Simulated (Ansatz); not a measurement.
System: CH$_{4}$BrSi (SMILES [CH2][SiH2]Br) (doublet).

Input

```
basis:
  gaussian:
    orbitals: def2-TZVPD
crystal:
  periodic: [false, false, false]
  atoms:
    - symbol: C
      position_ang: [-0.614612, 1.279683, -0.415332]
    - symbol: Br
      position_ang: [-0.148886, -0.350438, 2.468565]
    - symbol: Si
      position_ang: [-0.155586, -0.386675, 0.218814]
    - symbol: H
      position_ang: [-1.657011, 1.584118, -0.563240]
    - symbol: H
      position_ang: [0.126806, 2.070975, -0.574472]
    - symbol: H
      position_ang: [1.215967, -0.772764, -0.211938]
    - symbol: H
      position_ang: [-1.147892, -1.416375, -0.194461]
output:
  forces: true
  orbitals: {seedname: orbitals}
hamiltonian:
  xc: {name: PBE0}
magnetization:
  spin_polarized: true
  initial_magnetization: 1
```

Command:

```sh
ansatz run input.yaml --threads 2 --pin off --max-ram 4350MiB --events-out events.jsonl --progress --plain --runs-dir runs
```

Geometry: r2SCAN-D4/def2-SVP.

Level of theory: isolated molecule in a Gaussian basis; Kohn-Sham density functional theory, functional PBE0 (Ansatz 0.2.0).

What will maps of the electron density, electron localisation function and spin density show?

Answer. C–Si (1.84 Å): the density is about 1 e/Å³ at the midpoint; the ELF peaks at about 0.95 between the atoms (localised, covalent bonding).
Si–Br (2.25 Å): ρ at the midpoint is about 0.74 e/Å³; the ELF peaks at about 0.85 between the atoms: a shared but strongly polarised pair.
The unpaired spin (1 electron) lies mostly on C1 (about 0.7) and Si3 (about 0.1), in electrons by Hirshfeld's partition.

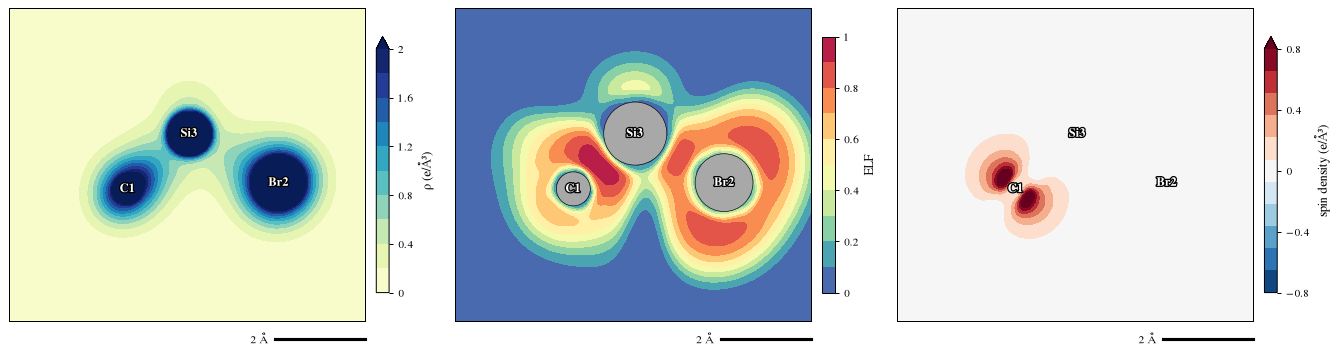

Computed electron density, electron localisation function and spin density on the plane of atoms C1, Si3 and Br2, in this order. Grey discs cover the atomic cores in the ELF map. 
